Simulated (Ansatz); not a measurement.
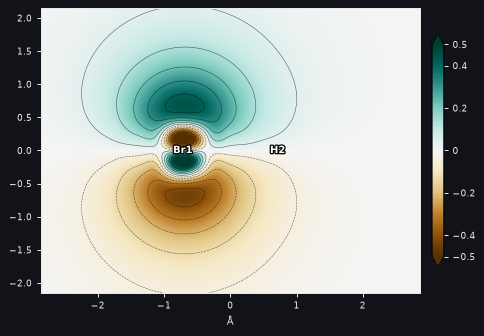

HBr. The HOMO on a plane that holds the molecular axis (values in Å⁻³ᐟ²; the overall sign is arbitrary).

Geometry: PBE0-D4/def2-TZVP.

Theory: RKS PBE0-D4/def2-TZVPPD in Ansatz 0.2.0.

Question: Where does this orbital lie, and at what energy?

Answer: By Hirshfeld shares it lies mainly on Br1 (about 95 %); it vanishes on the molecular axis (π type). It is one of a degenerate set, so its orientation is arbitrary. Its energy is −8.79 eV.
